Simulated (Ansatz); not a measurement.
Molecular dynamics of AlNH₄O (part 1 of 3)

AlNH₄O, computed with RKS PBE-D4/6-31G (Ansatz 0.2.0).

It belongs to a series of runs on one base structure; here: dynamics from the start. Figures and captions count atoms from 1; the log counts them from 0 in places.

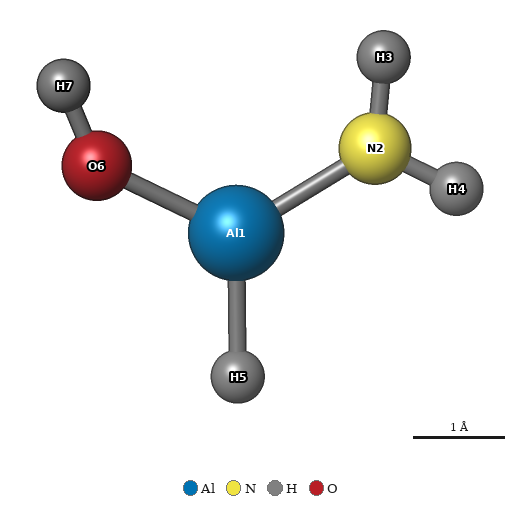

**Figure 1.** The structure as given in the input (ball-and-stick view, seen on its broad side; atoms are numbered from 1 in the order of the input). Sticks mark near contacts.

The input:
```yaml
crystal:
  periodic: [false, false, false]
  atoms:
    - { symbol: Al, position_ang: [0.026668, -0.059858, 0.067133] }
    - { symbol: "N", position_ang: [0.011846, -0.01554, 1.868832] }
    - { symbol: H, position_ang: [-0.795775, -0.178207, 2.467846] }
    - { symbol: H, position_ang: [0.849691, 0.183755, 2.414762] }
    - { symbol: H, position_ang: [1.383585, 0.219088, -0.731281] }
    - { symbol: O, position_ang: [-1.389707, -0.397573, -0.877619] }
    - { symbol: H, position_ang: [-2.328007, -0.598365, -0.741174] }
basis:
  gaussian: { orbitals: "6-31G" }
hamiltonian:
  xc: pbe
  dispersion: d4
md:
  timestep: 0.5
  n_steps: 150
  ensemble: nve
  temperature: 300.0
  initial_velocities: maxwell_boltzmann
  seed: 665143
```

Hardware: 1 thread of Arm Neoverse V2, 24 GiB of memory available, shared host.

Command:
```bash
ansatz run input.yaml --threads 1 --pin off --max-ram 2048MiB --backend cpu --events-out ev --progress --plain --runs-dir out
```

Log:
```
Engine: ansatz 0.2.0, aarch64-unknown-linux-gnu
Functional definition: PBE
  parameter kappa = 0.804
  parameter beta = 0.06672455060314922
  exchange = pbe_x(kappa = kappa, mu = beta*pi^2/3)
  correlation = pbe_c(beta = beta)
521 factors; integrals over basis functions are off by at most 1.7e-4 eV
mean field evaluation 1: about -10176.9928 eV, gradient 8.6e1 eV
mean field evaluation 2: about -10124.9592 eV, gradient 1.6e2 eV
mean field evaluation 4: about -10190.7763 eV, gradient 1.6e1 eV
mean field evaluation 8: about -10191.3192 eV, gradient 2.9e-1 eV
mean field -10191.31944585 eV, -374.5240817107 hartree, gradient 2.8e-5 eV, S^2 0.000000; 0 other end points of the search recorded, 0 dependent functions left out
the calculation of the forces begins
reference -10191.31948796 eV, -374.5240832581 hartree; 16, 16 occupied and 23, 23 virtual orbitals, 521 factors
md step     0: t =     0.00 fs  T =   300.0 K  F+E_penalty+E_count = -10191.40618987 eV  E_kin = 0.193890 eV  conserved = -10191.21229987 eV  (23 SCF iters)
these checks for a lower state are left out or cut short: starts, cluster_reference, orbital_swaps, neighbouring_geometries, increment
521 factors; integrals over basis functions are off by at most 1.6e-4 eV
mean field evaluation 16: about -10191.3260 eV, gradient 4.9e-1 eV
mean field -10191.31776739 eV, -374.5240200282 hartree, gradient 1.6e-5 eV, S^2 0.000000; 0 other end points of the search recorded, 0 dependent functions left out
the calculation of the forces begins
reference -10191.31780954 eV, -374.5240215773 hartree; 16, 16 occupied and 23, 23 virtual orbitals, 521 factors
md step     1: t =     0.50 fs  T =   297.6 K  F+E_penalty+E_count = -10191.40462542 eV  E_kin = 0.192347 eV  conserved = -10191.21227848 eV  (21 SCF iters)
[... from here on the SCF iterations and repeated set-up lines of each step are left out, up to the last step ...]
md step     2: t =     1.00 fs  T =   291.2 K  F+E_penalty+E_count = -10191.40044789 eV  E_kin = 0.188230 eV  conserved = -10191.21221752 eV  (21 SCF iters)
md step     3: t =     1.50 fs  T =   282.3 K  F+E_penalty+E_count = -10191.39461323 eV  E_kin = 0.182470 eV  conserved = -10191.21214331 eV  (21 SCF iters)
md step     4: t =     2.00 fs  T =   272.6 K  F+E_penalty+E_count = -10191.38828006 eV  E_kin = 0.176191 eV  conserved = -10191.21208870 eV  (21 SCF iters)
md step     5: t =     2.50 fs  T =   263.4 K  F+E_penalty+E_count = -10191.38230446 eV  E_kin = 0.170228 eV  conserved = -10191.21207613 eV  (21 SCF iters)
md step     6: t =     3.00 fs  T =   255.0 K  F+E_penalty+E_count = -10191.37689550 eV  E_kin = 0.164790 eV  conserved = -10191.21210545 eV  (21 SCF iters)
md step     7: t =     3.50 fs  T =   246.7 K  F+E_penalty+E_count = -10191.37161302 eV  E_kin = 0.159458 eV  conserved = -10191.21215524 eV  (21 SCF iters)
md step     8: t =     4.00 fs  T =   237.5 K  F+E_penalty+E_count = -10191.36569117 eV  E_kin = 0.153496 eV  conserved = -10191.21219553 eV  (21 SCF iters)
md step     9: t =     4.50 fs  T =   226.4 K  F+E_penalty+E_count = -10191.35849733 eV  E_kin = 0.146294 eV  conserved = -10191.21220360 eV  (21 SCF iters)
md step    10: t =     5.00 fs  T =   213.1 K  F+E_penalty+E_count = -10191.34988917 eV  E_kin = 0.137716 eV  conserved = -10191.21217312 eV  (21 SCF iters)
md step    11: t =     5.50 fs  T =   198.4 K  F+E_penalty+E_count = -10191.34032008 eV  E_kin = 0.128205 eV  conserved = -10191.21211512 eV  (21 SCF iters)
md step    12: t =     6.00 fs  T =   183.5 K  F+E_penalty+E_count = -10191.33067466 eV  E_kin = 0.118623 eV  conserved = -10191.21205183 eV  (21 SCF iters)
md step    13: t =     6.50 fs  T =   170.1 K  F+E_penalty+E_count = -10191.32192618 eV  E_kin = 0.109919 eV  conserved = -10191.21200728 eV  (21 SCF iters)
md step    14: t =     7.00 fs  T =   159.0 K  F+E_penalty+E_count = -10191.31476291 eV  E_kin = 0.102765 eV  conserved = -10191.21199786 eV  (21 SCF iters)
md step    15: t =     7.50 fs  T =   150.6 K  F+E_penalty+E_count = -10191.30933205 eV  E_kin = 0.097306 eV  conserved = -10191.21202607 eV  (21 SCF iters)
md step    16: t =     8.00 fs  T =   144.1 K  F+E_penalty+E_count = -10191.30520141 eV  E_kin = 0.093122 eV  conserved = -10191.21207936 eV  (21 SCF iters)
md step    17: t =     8.50 fs  T =   138.4 K  F+E_penalty+E_count = -10191.30155532 eV  E_kin = 0.089420 eV  conserved = -10191.21213493 eV  (21 SCF iters)
md step    18: t =     9.00 fs  T =   132.1 K  F+E_penalty+E_count = -10191.29754967 eV  E_kin = 0.085381 eV  conserved = -10191.21216856 eV  (21 SCF iters)
md step    19: t =     9.50 fs  T =   124.6 K  F+E_penalty+E_count = -10191.29268734 eV  E_kin = 0.080523 eV  conserved = -10191.21216434 eV  (21 SCF iters)
md step    20: t =    10.00 fs  T =   115.9 K  F+E_penalty+E_count = -10191.28706051 eV  E_kin = 0.074938 eV  conserved = -10191.21212218 eV  (21 SCF iters)
md step    21: t =    10.50 fs  T =   107.2 K  F+E_penalty+E_count = -10191.28134613 eV  E_kin = 0.069287 eV  conserved = -10191.21205904 eV  (25 SCF iters)
md step    22: t =    11.00 fs  T =    99.8 K  F+E_penalty+E_count = -10191.27653491 eV  E_kin = 0.064532 eV  conserved = -10191.21200309 eV  (21 SCF iters)
md step    23: t =    11.50 fs  T =    95.2 K  F+E_penalty+E_count = -10191.27349597 eV  E_kin = 0.061516 eV  conserved = -10191.21198012 eV  (21 SCF iters)
md step    24: t =    12.00 fs  T =    93.7 K  F+E_penalty+E_count = -10191.27258279 eV  E_kin = 0.060583 eV  conserved = -10191.21199968 eV  (21 SCF iters)
md step    25: t =    12.50 fs  T =    95.1 K  F+E_penalty+E_count = -10191.27348806 eV  E_kin = 0.061438 eV  conserved = -10191.21204983 eV  (21 SCF iters)
md step    26: t =    13.00 fs  T =    98.0 K  F+E_penalty+E_count = -10191.27542907 eV  E_kin = 0.063325 eV  conserved = -10191.21210363 eV  (21 SCF iters)
md step    27: t =    13.50 fs  T =   101.2 K  F+E_penalty+E_count = -10191.27756137 eV  E_kin = 0.065427 eV  conserved = -10191.21213429 eV  (21 SCF iters)
md step    28: t =    14.00 fs  T =   104.1 K  F+E_penalty+E_count = -10191.27939338 eV  E_kin = 0.067265 eV  conserved = -10191.21212872 eV  (21 SCF iters)
md step    29: t =    14.50 fs  T =   106.6 K  F+E_penalty+E_count = -10191.28099240 eV  E_kin = 0.068900 eV  conserved = -10191.21209274 eV  (21 SCF iters)
md step    30: t =    15.00 fs  T =   109.6 K  F+E_penalty+E_count = -10191.28290197 eV  E_kin = 0.070856 eV  conserved = -10191.21204576 eV  (21 SCF iters)
md step    31: t =    15.50 fs  T =   114.2 K  F+E_penalty+E_count = -10191.28584564 eV  E_kin = 0.073835 eV  conserved = -10191.21201026 eV  (20 SCF iters)
md step    32: t =    16.00 fs  T =   121.3 K  F+E_penalty+E_count = -10191.29037893 eV  E_kin = 0.078377 eV  conserved = -10191.21200161 eV  (20 SCF iters)
md step    33: t =    16.50 fs  T =   130.9 K  F+E_penalty+E_count = -10191.29664494 eV  E_kin = 0.084621 eV  conserved = -10191.21202356 eV  (20 SCF iters)
md step    34: t =    17.00 fs  T =   142.7 K  F+E_penalty+E_count = -10191.30430913 eV  E_kin = 0.092240 eV  conserved = -10191.21206912 eV  (20 SCF iters)
md step    35: t =    17.50 fs  T =   155.6 K  F+E_penalty+E_count = -10191.31266314 eV  E_kin = 0.100538 eV  conserved = -10191.21212517 eV  (20 SCF iters)
md step    36: t =    18.00 fs  T =   168.1 K  F+E_penalty+E_count = -10191.32083385 eV  E_kin = 0.108658 eV  conserved = -10191.21217610 eV  (21 SCF iters)
md step    37: t =    18.50 fs  T =   179.2 K  F+E_penalty+E_count = -10191.32802955 eV  E_kin = 0.115822 eV  conserved = -10191.21220795 eV  (21 SCF iters)
md step    38: t =    19.00 fs  T =   188.1 K  F+E_penalty+E_count = -10191.33375831 eV  E_kin = 0.121546 eV  conserved = -10191.21221233 eV  (21 SCF iters)
md step    39: t =    19.50 fs  T =   194.6 K  F+E_penalty+E_count = -10191.33795473 eV  E_kin = 0.125764 eV  conserved = -10191.21219042 eV  (21 SCF iters)
md step    40: t =    20.00 fs  T =   199.3 K  F+E_penalty+E_count = -10191.34095411 eV  E_kin = 0.128799 eV  conserved = -10191.21215491 eV  (21 SCF iters)
md step    41: t =    20.50 fs  T =   202.9 K  F+E_penalty+E_count = -10191.34329107 eV  E_kin = 0.131165 eV  conserved = -10191.21212620 eV  (21 SCF iters)
md step    42: t =    21.00 fs  T =   206.2 K  F+E_penalty+E_count = -10191.34538761 eV  E_kin = 0.133266 eV  conserved = -10191.21212199 eV  (20 SCF iters)
md step    43: t =    21.50 fs  T =   209.1 K  F+E_penalty+E_count = -10191.34728648 eV  E_kin = 0.135140 eV  conserved = -10191.21214675 eV  (20 SCF iters)
md step    44: t =    22.00 fs  T =   211.1 K  F+E_penalty+E_count = -10191.34859010 eV  E_kin = 0.136402 eV  conserved = -10191.21218789 eV  (21 SCF iters)
md step    45: t =    22.50 fs  T =   211.1 K  F+E_penalty+E_count = -10191.34865382 eV  E_kin = 0.136430 eV  conserved = -10191.21222366 eV  (21 SCF iters)
md step    46: t =    23.00 fs  T =   208.4 K  F+E_penalty+E_count = -10191.34691775 eV  E_kin = 0.134681 eV  conserved = -10191.21223626 eV  (24 SCF iters)
md step    47: t =    23.50 fs  T =   202.6 K  F+E_penalty+E_count = -10191.34318228 eV  E_kin = 0.130962 eV  conserved = -10191.21222050 eV  (21 SCF iters)
md step    48: t =    24.00 fs  T =   194.2 K  F+E_penalty+E_count = -10191.33769309 eV  E_kin = 0.125510 eV  conserved = -10191.21218358 eV  (20 SCF iters)
md step    49: t =    24.50 fs  T =   184.0 K  F+E_penalty+E_count = -10191.33103495 eV  E_kin = 0.118896 eV  conserved = -10191.21213871 eV  (20 SCF iters)
md step    50: t =    25.00 fs  T =   173.0 K  F+E_penalty+E_count = -10191.32392755 eV  E_kin = 0.111829 eV  conserved = -10191.21209838 eV  (21 SCF iters)
md step    51: t =    25.50 fs  T =   162.4 K  F+E_penalty+E_count = -10191.31702419 eV  E_kin = 0.104953 eV  conserved = -10191.21207148 eV  (21 SCF iters)
md step    52: t =    26.00 fs  T =   152.7 K  F+E_penalty+E_count = -10191.31076492 eV  E_kin = 0.098702 eV  conserved = -10191.21206272 eV  (21 SCF iters)
md step    53: t =    26.50 fs  T =   144.2 K  F+E_penalty+E_count = -10191.30529720 eV  E_kin = 0.093225 eV  conserved = -10191.21207253 eV  (21 SCF iters)
md step    54: t =    27.00 fs  T =   136.7 K  F+E_penalty+E_count = -10191.30046858 eV  E_kin = 0.088372 eV  conserved = -10191.21209639 eV  (21 SCF iters)
md step    55: t =    27.50 fs  T =   129.6 K  F+E_penalty+E_count = -10191.29590252 eV  E_kin = 0.083778 eV  conserved = -10191.21212424 eV  (21 SCF iters)
md step    56: t =    28.00 fs  T =   122.3 K  F+E_penalty+E_count = -10191.29115840 eV  E_kin = 0.079015 eV  conserved = -10191.21214296 eV  (21 SCF iters)
md step    57: t =    28.50 fs  T =   114.2 K  F+E_penalty+E_count = -10191.28593670 eV  E_kin = 0.073795 eV  conserved = -10191.21214163 eV  (21 SCF iters)
md step    58: t =    29.00 fs  T =   105.4 K  F+E_penalty+E_count = -10191.28024540 eV  E_kin = 0.068127 eV  conserved = -10191.21211813 eV  (21 SCF iters)
md step    59: t =    29.50 fs  T =    96.5 K  F+E_penalty+E_count = -10191.27443099 eV  E_kin = 0.062349 eV  conserved = -10191.21208195 eV  (21 SCF iters)
md step    60: t =    30.00 fs  T =    88.2 K  F+E_penalty+E_count = -10191.26903320 eV  E_kin = 0.056983 eV  conserved = -10191.21205028 eV  (21 SCF iters)
md step    61: t =    30.50 fs  T =    81.2 K  F+E_penalty+E_count = -10191.26452579 eV  E_kin = 0.052488 eV  conserved = -10191.21203819 eV  (21 SCF iters)
md step    62: t =    31.00 fs  T =    75.9 K  F+E_penalty+E_count = -10191.26108788 eV  E_kin = 0.049038 eV  conserved = -10191.21205003 eV  (21 SCF iters)
md step    63: t =    31.50 fs  T =    71.9 K  F+E_penalty+E_count = -10191.25853563 eV  E_kin = 0.046458 eV  conserved = -10191.21207781 eV  (21 SCF iters)
md step    64: t =    32.00 fs  T =    68.6 K  F+E_penalty+E_count = -10191.25644000 eV  E_kin = 0.044333 eV  conserved = -10191.21210699 eV  (22 SCF iters)
md step    65: t =    32.50 fs  T =    65.3 K  F+E_penalty+E_count = -10191.25434768 eV  E_kin = 0.042223 eV  conserved = -10191.21212426 eV  (22 SCF iters)
md step    66: t =    33.00 fs  T =    61.7 K  F+E_penalty+E_count = -10191.25198908 eV  E_kin = 0.039867 eV  conserved = -10191.21212232 eV  (22 SCF iters)
md step    67: t =    33.50 fs  T =    57.7 K  F+E_penalty+E_count = -10191.24939620 eV  E_kin = 0.037295 eV  conserved = -10191.21210099 eV  (22 SCF iters)
md step    68: t =    34.00 fs  T =    53.9 K  F+E_penalty+E_count = -10191.24690853 eV  E_kin = 0.034842 eV  conserved = -10191.21206634 eV  (22 SCF iters)
md step    69: t =    34.50 fs  T =    51.1 K  F+E_penalty+E_count = -10191.24507810 eV  E_kin = 0.033049 eV  conserved = -10191.21202889 eV  (24 SCF iters)
md step    70: t =    35.00 fs  T =    50.3 K  F+E_penalty+E_count = -10191.24450208 eV  E_kin = 0.032501 eV  conserved = -10191.21200088 eV  (22 SCF iters)
md step    71: t =    35.50 fs  T =    52.0 K  F+E_penalty+E_count = -10191.24562870 eV  E_kin = 0.033636 eV  conserved = -10191.21199233 eV  (22 SCF iters)
md step    72: t =    36.00 fs  T =    56.6 K  F+E_penalty+E_count = -10191.24859990 eV  E_kin = 0.036593 eV  conserved = -10191.21200689 eV  (22 SCF iters)
md step    73: t =    36.50 fs  T =    63.7 K  F+E_penalty+E_count = -10191.25319567 eV  E_kin = 0.041156 eV  conserved = -10191.21203928 eV  (22 SCF iters)
md step    74: t =    37.00 fs  T =    72.5 K  F+E_penalty+E_count = -10191.25891781 eV  E_kin = 0.046842 eV  conserved = -10191.21207624 eV  (22 SCF iters)
md step    75: t =    37.50 fs  T =    82.2 K  F+E_penalty+E_count = -10191.26519604 eV  E_kin = 0.053094 eV  conserved = -10191.21210170 eV  (22 SCF iters)
md step    76: t =    38.00 fs  T =    92.1 K  F+E_penalty+E_count = -10191.27163481 eV  E_kin = 0.059530 eV  conserved = -10191.21210466 eV  (22 SCF iters)
md step    77: t =    38.50 fs  T =   102.3 K  F+E_penalty+E_count = -10191.27817879 eV  E_kin = 0.066093 eV  conserved = -10191.21208622 eV  (22 SCF iters)
md step    78: t =    39.00 fs  T =   113.0 K  F+E_penalty+E_count = -10191.28509385 eV  E_kin = 0.073033 eV  conserved = -10191.21206058 eV  (21 SCF iters)
md step    79: t =    39.50 fs  T =   124.9 K  F+E_penalty+E_count = -10191.29275126 eV  E_kin = 0.080703 eV  conserved = -10191.21204798 eV  (21 SCF iters)
md step    80: t =    40.00 fs  T =   138.1 K  F+E_penalty+E_count = -10191.30132265 eV  E_kin = 0.089259 eV  conserved = -10191.21206328 eV  (21 SCF iters)
md step    81: t =    40.50 fs  T =   152.3 K  F+E_penalty+E_count = -10191.31055930 eV  E_kin = 0.098452 eV  conserved = -10191.21210701 eV  (21 SCF iters)
md step    82: t =    41.00 fs  T =   166.5 K  F+E_penalty+E_count = -10191.31978634 eV  E_kin = 0.107621 eV  conserved = -10191.21216530 eV  (21 SCF iters)
md step    83: t =    41.50 fs  T =   179.3 K  F+E_penalty+E_count = -10191.32811507 eV  E_kin = 0.115898 eV  conserved = -10191.21221752 eV  (21 SCF iters)
md step    84: t =    42.00 fs  T =   189.6 K  F+E_penalty+E_count = -10191.33475940 eV  E_kin = 0.122513 eV  conserved = -10191.21224633 eV  (21 SCF iters)
md step    85: t =    42.50 fs  T =   196.6 K  F+E_penalty+E_count = -10191.33930496 eV  E_kin = 0.127061 eV  conserved = -10191.21224414 eV  (21 SCF iters)
md step    86: t =    43.00 fs  T =   200.5 K  F+E_penalty+E_count = -10191.34182505 eV  E_kin = 0.129610 eV  conserved = -10191.21221510 eV  (21 SCF iters)
md step    87: t =    43.50 fs  T =   202.1 K  F+E_penalty+E_count = -10191.34281399 eV  E_kin = 0.130642 eV  conserved = -10191.21217226 eV  (21 SCF iters)
md step    88: t =    44.00 fs  T =   202.5 K  F+E_penalty+E_count = -10191.34297833 eV  E_kin = 0.130846 eV  conserved = -10191.21213266 eV  (21 SCF iters)
md step    89: t =    44.50 fs  T =   202.5 K  F+E_penalty+E_count = -10191.34296620 eV  E_kin = 0.130855 eV  conserved = -10191.21211113 eV  (20 SCF iters)
md step    90: t =    45.00 fs  T =   202.7 K  F+E_penalty+E_count = -10191.34313061 eV  E_kin = 0.131015 eV  conserved = -10191.21211523 eV  (21 SCF iters)
```
